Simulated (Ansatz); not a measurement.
CH4BSi (SMILES B=C[SiH2]) (doublet)

Input

```
crystal:
  periodic: [false, false, false]
  atoms:
    - {symbol: C, position_ang: [-0.076068, 0.024956, -0.612043]}
    - {symbol: B, position_ang: [1.158270, 0.635615, -0.533546]}
    - {symbol: Si, position_ang: [-0.612810, -0.073301, 1.159701]}
    - {symbol: H, position_ang: [-0.669717, -0.414733, -1.402999]}
    - {symbol: H, position_ang: [2.182232, 1.178742, -0.347216]}
    - {symbol: H, position_ang: [-0.729823, -1.468301, 1.699502]}
    - {symbol: H, position_ang: [0.374515, 0.677852, 1.997412]}
basis:
  gaussian:
    orbitals: def2-TZVPD
magnetization:
  spin_polarized: true
  initial_magnetization: 1
hamiltonian:
  xc: pbe0
output: {forces: true, orbitals: {seedname: orbitals}}
```

Launched as:

```sh
ansatz run input.yaml --threads 1 --pin off --max-ram 2610MiB --events-out events.jsonl --progress --plain --runs-dir runs
```

Geometry: B3LYP/6-31G*.

All numbers below come from Ansatz 0.2.0, isolated molecule in a Gaussian basis; Kohn-Sham density functional theory, functional PBE0.

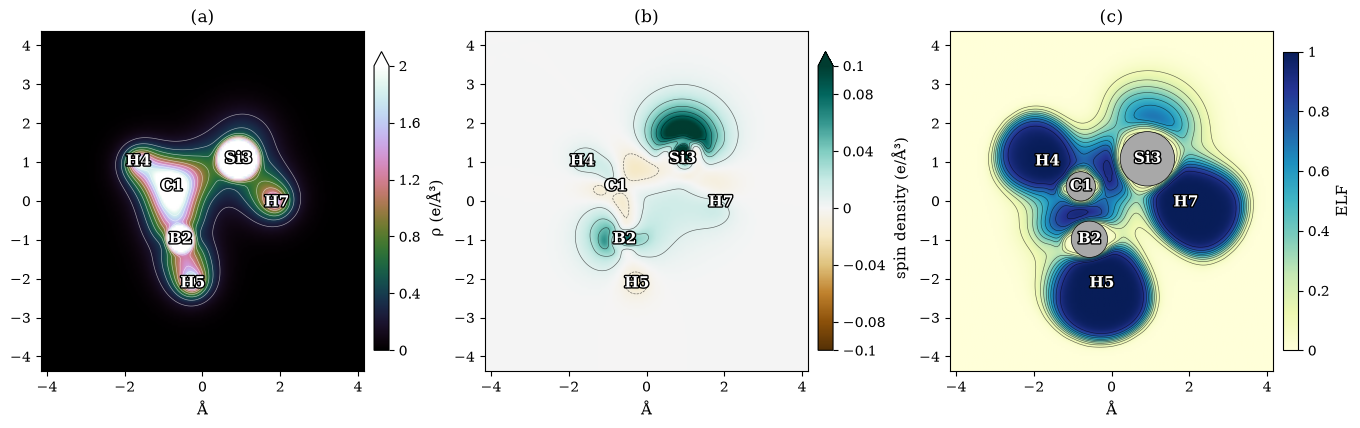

Figure 1. (a) electron density; (b) spin density (α minus β); (c) ELF on the plane of atoms B2, C1 and Si3. Grey discs cover the atomic cores in the ELF map.

**Describe what can be read from this map.**

Atoms in the plane: C, B, Si and H. C–B (1.38 Å): the density is about 1.9 e/Å³ at the midpoint; the ELF peaks at about 0.90 between the atoms, as expected for a covalent bond. C–Si (1.85 Å): ρ at the midpoint is about 0.89 e/Å³; the ELF peaks at about 0.90 between the atoms, as expected for a shared electron pair. C–H (1.08 Å): ρ at the midpoint is about 2 e/Å³; the ELF climbs to about 1 towards the hydrogen, as it does in any bond to H; a covalent bond by its length. B–H (1.17 Å): ρ is about 1.3 e/Å³ halfway; the ELF climbs to about 1 towards the hydrogen (an ordinary covalent bond to hydrogen). Si–H (1.50 Å): ρ at the midpoint is about 0.78 e/Å³; the ELF climbs to about 1 towards the hydrogen. The unpaired spin (1 electron) lies mostly on Si3 (about 0.7), B2 (about 0.2) and H6 (about 0.1), in electrons by Hirshfeld's partition.

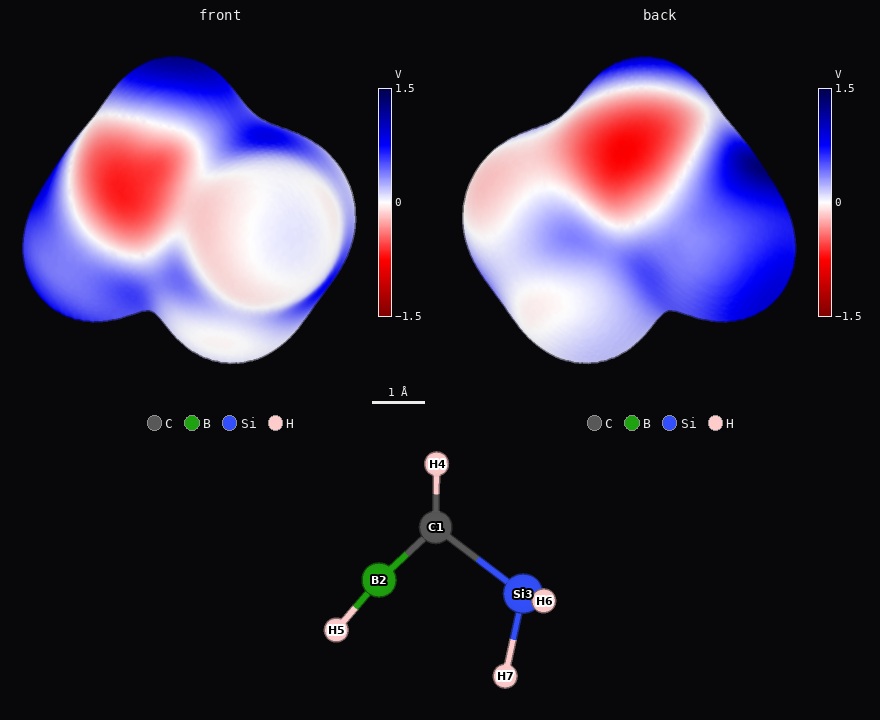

Figure 2. The molecular electrostatic potential painted on the density surface at 0.002 e/bohr³, seen from the front and from behind; red is negative and blue positive. The bare structure is drawn below in the same view.

**Where is the surface potential most negative and most positive?**

The most negative region (about −0.7 V) lies over the π face of C1, the most positive (about +1.2 V) over B2 and H4.

**How polar is the molecule by this calculation?**

Its dipole moment is 0.77 D.

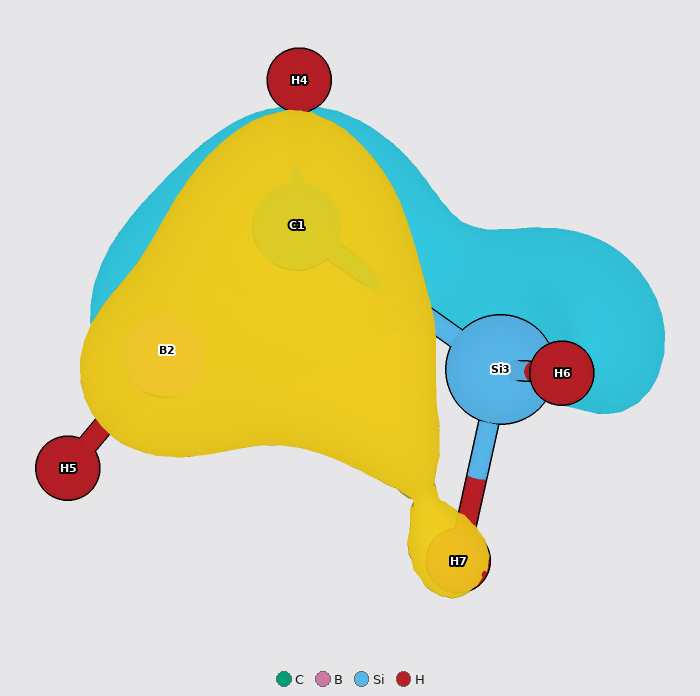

Figure 3. The HOMO−1 (α) at ±0.15 Å⁻³ᐟ² (yellow and cyan are the two phases), seen at a tilt.

**Where does this orbital lie, and at what energy?**

It lies mainly on C1 (about 40 %), B2 (about 25 %) and Si3 (about 25 %); π-bonding across C1–B2. Its energy is −7.77 eV.
